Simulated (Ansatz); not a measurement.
# Run report: CH4AlF, molecular dynamics (part 2 of 2)

CH4AlF, SMILES F[CH2][AlH2]; RKS revPBE/def2-SVP (Ansatz 0.2.0). The geometry comes from this level: PBE0-D4/def2-TZVP.

Geometry of the input (Å):
```
F  -1.7439  0.3160  -0.6504
C  -0.6060  -0.4668  -0.4343
Al 0.8161  0.5187  0.5298
H  -0.2572  -0.8266  -1.4121
H  -0.9182  -1.3660  0.1147
H  0.6070  2.0235  0.9746
H  2.1635  -0.2669  0.8320
```

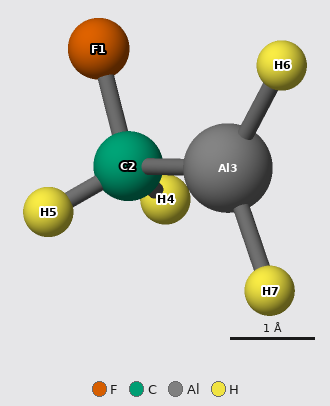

The geometry at step 20 of the log (ball-and-stick view, seen at a tilt; atoms are numbered from 1 in the order of the input).

Trajectory as extended XYZ, continued:
```
7
Properties=species:S:1:pos:R:3:forces:R:3 step=9 time_fs=4.5 energy=-10407.02399 temperature=174.1
F    -1.7539    0.3269   -0.6476    0.4858  -0.1386   0.1552
C    -0.5844   -0.4993   -0.4439   -1.2422   0.2195  -0.7875
Al    0.8116    0.5224    0.5335    0.4236   0.7685   0.2539
H    -0.2894   -0.8384   -1.4955    0.0695  -0.0344   0.8736
H    -0.9682   -1.3934    0.1240    0.4252   0.0288  -0.2549
H     0.7186    2.1322    0.9941   -0.1357  -0.8114  -0.2670
H     2.1843   -0.2540    0.8470   -0.0261  -0.0324   0.0268
7
Properties=species:S:1:pos:R:3:forces:R:3 step=10 time_fs=5.0 energy=-10407.01224 temperature=156.0
F    -1.7549    0.3282   -0.6472    0.5600  -0.1972   0.1627
C    -0.5829   -0.5024   -0.4458   -1.3712   0.1524  -0.6716
Al    0.8113    0.5231    0.5340    0.4665   0.7600   0.2526
H    -0.2915   -0.8408   -1.4977    0.0745  -0.0355   0.8619
H    -0.9711   -1.4009    0.1254    0.4897   0.1817  -0.3481
H     0.7299    2.1371    0.9940   -0.1563  -0.8415  -0.2773
H     2.1874   -0.2533    0.8492   -0.0633  -0.0198   0.0199
7
Properties=species:S:1:pos:R:3:forces:R:3 step=11 time_fs=5.5 energy=-10407.00367 temperature=142.8
F    -1.7558    0.3294   -0.6468    0.6266  -0.2545   0.1671
C    -0.5816   -0.5055   -0.4478   -1.4809   0.1204  -0.5256
Al    0.8110    0.5238    0.5346    0.5050   0.7328   0.2444
H    -0.2935   -0.8434   -1.4979    0.0884  -0.0457   0.8022
H    -0.9729   -1.4081    0.1259    0.5366   0.3079  -0.4194
H     0.7409    2.1401    0.9931   -0.1771  -0.8526  -0.2820
H     2.1904   -0.2527    0.8514   -0.0985  -0.0083   0.0134
7
Properties=species:S:1:pos:R:3:forces:R:3 step=12 time_fs=6.0 energy=-10406.99887 temperature=135.4
F    -1.7566    0.3306   -0.6463    0.6854  -0.3103   0.1686
C    -0.5807   -0.5086   -0.4499   -1.5685   0.1280  -0.3546
Al    0.8107    0.5246    0.5351    0.5378   0.6875   0.2289
H    -0.2953   -0.8460   -1.4962    0.1106  -0.0644   0.6963
H    -0.9734   -1.4145    0.1255    0.5633   0.4020  -0.4654
H     0.7514    2.1410    0.9916   -0.1980  -0.8447  -0.2811
H     2.1931   -0.2521    0.8537   -0.1308   0.0019   0.0074
7
Properties=species:S:1:pos:R:3:forces:R:3 step=13 time_fs=6.5 energy=-10406.99785 temperature=133.7
F    -1.7573    0.3317   -0.6459    0.7366  -0.3644   0.1673
C    -0.5800   -0.5117   -0.4521   -1.6317   0.1774  -0.1648
Al    0.8105    0.5255    0.5357    0.5643   0.6246   0.2060
H    -0.2969   -0.8488   -1.4927    0.1405  -0.0906   0.5485
H    -0.9725   -1.4199    0.1239    0.5682   0.4606  -0.4843
H     0.7614    2.1398    0.9894   -0.2185  -0.8177  -0.2747
H     2.1956   -0.2515    0.8559   -0.1595   0.0101   0.0021
7
Properties=species:S:1:pos:R:3:forces:R:3 step=14 time_fs=7.0 energy=-10407.00003 temperature=137.0
F    -1.7579    0.3328   -0.6454    0.7804  -0.4171   0.1634
C    -0.5797   -0.5147   -0.4543   -1.6693   0.2684   0.0359
Al    0.8103    0.5265    0.5363    0.5839   0.5443   0.1755
H    -0.2980   -0.8517   -1.4880    0.1766  -0.1224   0.3656
H    -0.9703   -1.4243    0.1212    0.5506   0.4820  -0.4753
H     0.7710    2.1368    0.9865   -0.2384  -0.7714  -0.2629
H     2.1976   -0.2508    0.8582   -0.1838   0.0162  -0.0022
7
Properties=species:S:1:pos:R:3:forces:R:3 step=16 time_fs=8.0 energy=-10407.00970 temperature=151.7
F    -1.7589    0.3348   -0.6444    0.8468  -0.5184   0.1488
C    -0.5800   -0.5205   -0.4586   -1.6617   0.5642   0.4235
Al    0.8101    0.5285    0.5375    0.6010   0.3330   0.0922
H    -0.2991   -0.8587   -1.4764    0.2577  -0.1902  -0.0593
H    -0.9620   -1.4295    0.1124    0.4491   0.4114  -0.3743
H     0.7883    2.1252    0.9789   -0.2752  -0.6209  -0.2232
H     2.2003   -0.2494    0.8628   -0.2177   0.0209  -0.0077
7
Properties=species:S:1:pos:R:3:forces:R:3 step=17 time_fs=8.5 energy=-10407.01473 temperature=159.4
F    -1.7592    0.3357   -0.6439    0.8703  -0.5674   0.1387
C    -0.5807   -0.5233   -0.4607   -1.6138   0.7574   0.5803
Al    0.8101    0.5296    0.5382    0.5984   0.2029   0.0401
H    -0.2987   -0.8628   -1.4706    0.2953  -0.2172  -0.2694
H    -0.9562   -1.4306    0.1065    0.3680   0.3218  -0.2852
H     0.7959    2.1171    0.9743   -0.2917  -0.5169  -0.1957
H     2.2009   -0.2486    0.8650   -0.2266   0.0193  -0.0087
7
Properties=species:S:1:pos:R:3:forces:R:3 step=18 time_fs=9.0 energy=-10407.01851 temperature=165.2
F    -1.7594    0.3366   -0.6433    0.8879  -0.6154   0.1272
C    -0.5817   -0.5259   -0.4626   -1.5348   0.9688   0.6904
Al    0.8102    0.5306    0.5388    0.5884   0.0576  -0.0183
H    -0.2976   -0.8675   -1.4654    0.3248  -0.2324  -0.4526
H    -0.9495   -1.4309    0.1000    0.2703   0.2008  -0.1747
H     0.8029    2.1078    0.9692   -0.3065  -0.3944  -0.1634
H     2.2010   -0.2478    0.8672   -0.2301   0.0150  -0.0086
7
Properties=species:S:1:pos:R:3:forces:R:3 step=19 time_fs=9.5 energy=-10407.02038 temperature=168.0
F    -1.7595    0.3373   -0.6428    0.8999  -0.6623   0.1146
C    -0.5831   -0.5284   -0.4644   -1.4248   1.1857   0.7403
Al    0.8103    0.5317    0.5395    0.5713  -0.1014  -0.0822
H    -0.2958   -0.8726   -1.4613    0.3411  -0.2305  -0.5905
H    -0.9421   -1.4307    0.0931    0.1602   0.0552  -0.0482
H     0.8092    2.0975    0.9638   -0.3194  -0.2549  -0.1268
H     2.2005   -0.2469    0.8694   -0.2282   0.0081  -0.0072
7
Properties=species:S:1:pos:R:3:forces:R:3 step=20 time_fs=10.0 energy=-10407.02006 temperature=167.5
F    -1.7595    0.3380   -0.6422    0.9063  -0.7078   0.1010
C    -0.5847   -0.5305   -0.4661   -1.2858   1.3934   0.7229
Al    0.8104    0.5328    0.5401    0.5474  -0.2718  -0.1503
H    -0.2931   -0.8784   -1.4586    0.3398  -0.2075  -0.6687
H    -0.9344   -1.4304    0.0861    0.0436  -0.1046   0.0865
H     0.8147    2.0866    0.9580   -0.3303  -0.1005  -0.0867
H     2.1994   -0.2460    0.8716   -0.2210  -0.0013  -0.0047
7
Properties=species:S:1:pos:R:3:forces:R:3 step=21 time_fs=10.5 energy=-10407.01753 temperature=163.6
F    -1.7594    0.3386   -0.6416    0.9075  -0.7514   0.0868
C    -0.5865   -0.5325   -0.4676   -1.1226   1.5753   0.6403
Al    0.8106    0.5338    0.5407    0.5172  -0.4502  -0.2213
H    -0.2896   -0.8846   -1.4575    0.3181  -0.1614  -0.6799
H    -0.9265   -1.4304    0.0793   -0.0723  -0.2647   0.2192
H     0.8194    2.0755    0.9520   -0.3391   0.0654  -0.0439
H     2.1979   -0.2452    0.8738   -0.2089  -0.0129  -0.0011
7
Properties=species:S:1:pos:R:3:forces:R:3 step=22 time_fs=11.0 energy=-10407.01305 temperature=156.8
F    -1.7591    0.3391   -0.6410    0.9034  -0.7926   0.0719
C    -0.5886   -0.5341   -0.4690   -0.9427   1.7148   0.5051
Al    0.8108    0.5349    0.5413    0.4814  -0.6322  -0.2936
H    -0.2854   -0.8913   -1.4580    0.2755  -0.0935  -0.6256
H    -0.9189   -1.4310    0.0730   -0.1796  -0.4080   0.3385
H     0.8232    2.0645    0.9459   -0.3458   0.2380   0.0001
H     2.1958   -0.2443    0.8759   -0.1921  -0.0265   0.0035
7
Properties=species:S:1:pos:R:3:forces:R:3 step=23 time_fs=11.5 energy=-10407.00710 temperature=147.6
F    -1.7588    0.3395   -0.6404    0.8939  -0.8305   0.0563
C    -0.5909   -0.5353   -0.4703   -0.7558   1.7970   0.3382
Al    0.8111    0.5358    0.5419    0.4406  -0.8117  -0.3650
H    -0.2805   -0.8981   -1.4600    0.2140  -0.0077  -0.5151
H    -0.9116   -1.4325    0.0675   -0.2709  -0.5166   0.4326
H     0.8263    2.0541    0.9398   -0.3504   0.4112   0.0438
H     2.1933   -0.2435    0.8781   -0.1713  -0.0417   0.0091
7
Properties=species:S:1:pos:R:3:forces:R:3 step=24 time_fs=12.0 energy=-10407.00033 temperature=137.2
F    -1.7583    0.3397   -0.6398    0.8789  -0.8642   0.0400
C    -0.5933   -0.5362   -0.4715   -0.5718   1.8110   0.1646
Al    0.8114    0.5367    0.5424    0.3956  -0.9819  -0.4334
H    -0.2750   -0.9050   -1.4633    0.1374   0.0900  -0.3637
H    -0.9050   -1.4353    0.0630   -0.3401  -0.5746   0.4916
H     0.8285    2.0447    0.9339   -0.3530   0.5777   0.0853
H     2.1903   -0.2428    0.8803   -0.1469  -0.0580   0.0156
7
Properties=species:S:1:pos:R:3:forces:R:3 step=26 time_fs=13.0 energy=-10406.98719 temperature=117.0
F    -1.7570    0.3400   -0.6385    0.8318  -0.9155   0.0047
C    -0.5985   -0.5369   -0.4739   -0.2437   1.6246  -0.1121
Al    0.8122    0.5382    0.5434    0.2967  -1.2630  -0.5515
H    -0.2634   -0.9178   -1.4720   -0.0390   0.2932  -0.0106
H    -0.8944   -1.4451    0.0577   -0.4024  -0.5046   0.4854
H     0.8304    2.0303    0.9226   -0.3532   0.8574   0.1534
H     2.1835   -0.2419    0.8848   -0.0902  -0.0922   0.0308
7
Properties=species:S:1:pos:R:3:forces:R:3 step=27 time_fs=13.5 energy=-10406.98200 temperature=109.0
F    -1.7562    0.3399   -0.6379    0.7993  -0.9312  -0.0144
C    -0.6011   -0.5367   -0.4751   -0.1076   1.4386  -0.1858
Al    0.8126    0.5388    0.5438    0.2448  -1.3585  -0.5969
H    -0.2577   -0.9233   -1.4766   -0.1277   0.3857   0.1580
H    -0.8905   -1.4518    0.0568   -0.3982  -0.3799   0.4238
H     0.8301    2.0261    0.9175   -0.3511   0.9541   0.1762
H     2.1797   -0.2418    0.8872   -0.0595  -0.1088   0.0391
7
Properties=species:S:1:pos:R:3:forces:R:3 step=28 time_fs=14.0 energy=-10406.97829 temperature=103.3
F    -1.7553    0.3398   -0.6373    0.7605  -0.9393  -0.0344
C    -0.6038   -0.5363   -0.4763    0.0093   1.2117  -0.2098
Al    0.8130    0.5392    0.5441    0.1924  -1.4157  -0.6308
H    -0.2522   -0.9279   -1.4808   -0.2099   0.4654   0.3045
H    -0.8875   -1.4595    0.0569   -0.3764  -0.2106   0.3333
H     0.8289    2.0241    0.9128   -0.3476   1.0129   0.1895
H     2.1757   -0.2419    0.8897   -0.0282  -0.1245   0.0477
7
Properties=species:S:1:pos:R:3:forces:R:3 step=29 time_fs=14.5 energy=-10406.97634 temperature=100.3
F    -1.7543    0.3395   -0.6366    0.7152  -0.9391  -0.0552
C    -0.6065   -0.5356   -0.4776    0.1095   0.9641  -0.1870
Al    0.8135    0.5396    0.5444    0.1404  -1.4310  -0.6523
H    -0.2472   -0.9313   -1.4843   -0.2819   0.5290   0.4203
H    -0.8855   -1.4676    0.0578   -0.3430  -0.0142   0.2250
H     0.8270    2.0246    0.9085   -0.3428   1.0296   0.1927
H     2.1717   -0.2423    0.8922    0.0027  -0.1384   0.0564
7
Properties=species:S:1:pos:R:3:forces:R:3 step=30 time_fs=15.0 energy=-10406.97643 temperature=100.5
F    -1.7532    0.3391   -0.6360    0.6635  -0.9301  -0.0766
C    -0.6092   -0.5347   -0.4789    0.1956   0.7160  -0.1236
Al    0.8140    0.5398    0.5446    0.0896  -1.4036  -0.6612
H    -0.2429   -0.9335   -1.4868   -0.3407   0.5744   0.5004
H    -0.8843   -1.4758    0.0593   -0.3037   0.1907   0.1102
H     0.8241    2.0275    0.9048   -0.3365   1.0027   0.1858
H     2.1677   -0.2430    0.8949    0.0323  -0.1501   0.0649
```

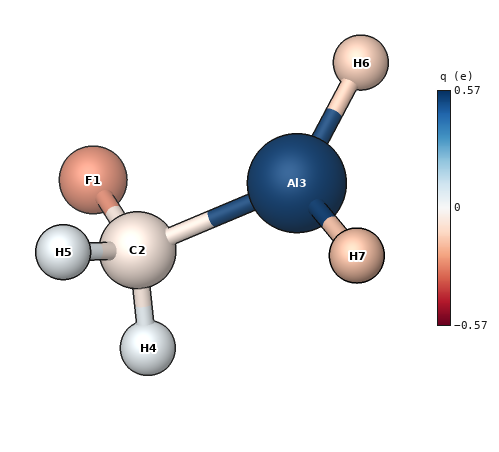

Mulliken charges, as the colour of each atom (ball-and-stick view, seen at a tilt; atoms are numbered from 1 in the order of the input). By element: F −0.28, C −0.06, Al +0.55 and H −0.16 to +0.05 e.

Results in brief:

- outcome: finished
- mean temperature over the second half: 139 K
- trajectory: 30 steps, 15 fs
- ensemble: nve
- temperature in the input: 300 K
- time step: 0.5 fs
- potential energy (last step): −10406.9765 eV
- SCF solution under orbital rotations (last step): stable
- largest force (length of the vector) (last step): 1.554 eV/Å
- dipole moment (last step): 1.11 D
- hardware: 2 threads of Arm Neoverse V1, 23 GiB of memory available, shared host
- wall time: 23 s (CPU time 43 s)
- peak memory: 0.32 GiB

So short a trajectory is not equilibrated.
